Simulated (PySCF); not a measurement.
C$_{6}$H$_{9}$Al (SMILES C=[CH][Al]([CH3])[C]#CC)

Input file:

```
{"job": {"kind": "nmr", "xc": "PBE0", "basis": "pcSseg-1"}, "charge": 0, "multiplicity": 1}
C     -3.191766    -1.069545     0.392002
C     -1.872394    -1.219257     0.515184
Al    -0.628058     0.192187    -0.119045
C     -1.341232     1.856414    -0.952258
C      1.282611    -0.087872     0.091128
C      2.480489    -0.248946     0.218349
C      3.908993    -0.439982     0.367453
H     -3.614970    -0.179107    -0.055183
H     -3.914713    -1.807227     0.720744
H     -1.521057    -2.145522     0.975848
H     -1.927525     1.672165    -1.859567
H     -0.515532     2.517154    -1.240285
H     -1.988003     2.435202    -0.283271
H      4.242957    -1.274125    -0.250607
H      4.152502    -0.653879     1.408656
H      4.440100     0.461285     0.059440
```

Launched as:

```sh
OMP_NUM_THREADS=1 python probes_run.py task.json out
```

Geometry: GFN2-xTB.

Theory: PySCF, PBE0/pcSseg-1, SCF density, gas phase, non-relativistic.

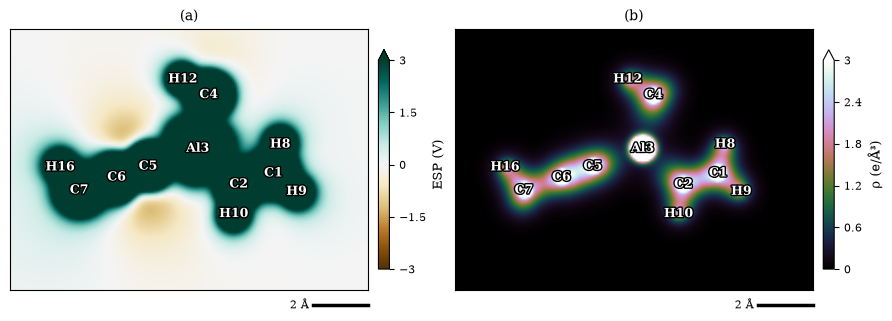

Figure 1. (a) molecular electrostatic potential; (b) electron density on the plane of atoms C1, C2 and Al3.

Interpret the plot.

The section cuts through C, Al and H sites.
C–C (1.22 Å): ρ at the midpoint is about 2.7 e/Å³.
C–Al (1.94 Å): the density is about 0.68 e/Å³ at the midpoint.
C–H (1.08 Å): ρ at the midpoint is about 2 e/Å³.
C–C (1.33 Å): the density is about 2.3 e/Å³ at the midpoint.
C–Al (1.99 Å): ρ is about 0.69 e/Å³ halfway.
Outside the dense part of the molecule the potential is most negative (−1.2 V) near C5.

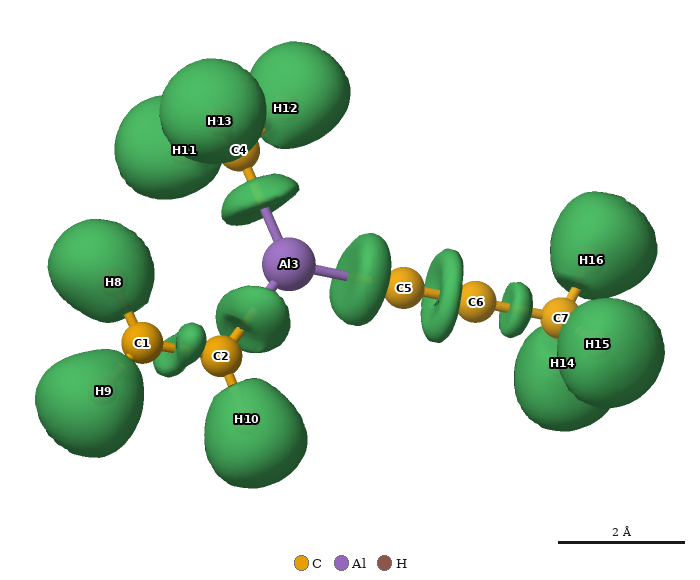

Figure 2. Isosurface of the electron localisation function at 0.85 (green), seen at a tilt. Core shells and regions of very low density are left out.

Identify the bonds, lone pairs and shells in this picture.

The ELF exceeds this value in two regions between bonded Al–C atoms (shared pairs), three regions between bonded C–C atoms (shared pairs), nine regions around hydrogen nuclei and one lobe of the valence shell of C pointing towards Al (polar bonds). Along the contacts the grid gives the following. C–C (1.22 Å): the ELF peaks at about 0.85 between the atoms; a short, multiple covalent bond. C–Al (1.94 Å): the ELF peaks at about 0.95 between the atoms (a shared but strongly polarised pair).

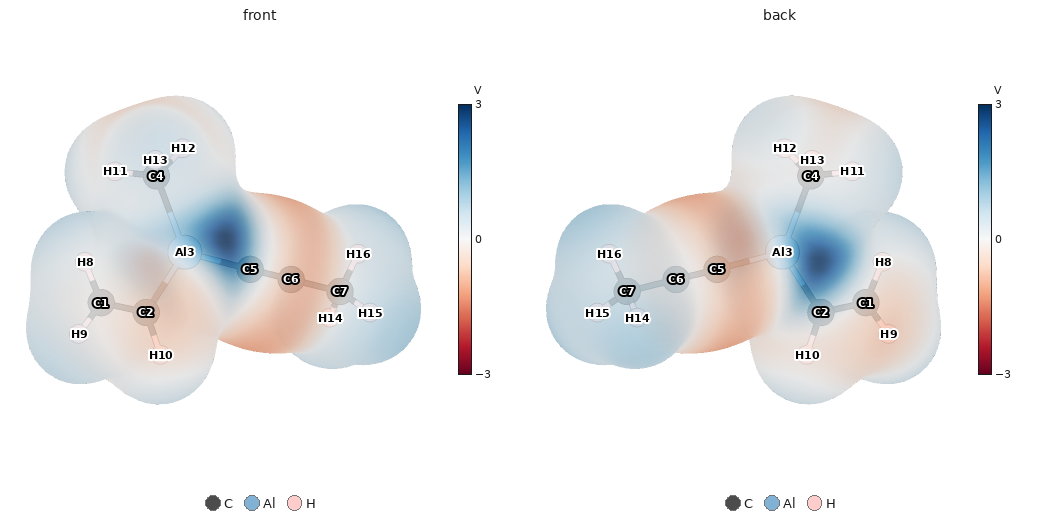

Figure 3. The molecular electrostatic potential painted on the density surface at 0.002 e/bohr³, seen from the front and from behind; the colour scale runs from red (negative) to blue (positive).

Describe the electrostatic potential map.

The most negative region (about −1.1 V) lies over C5 and C6, the most positive (about +2.8 V) over Al3.

How polar is the molecule by this calculation?

Its dipole moment is 0.88 D.
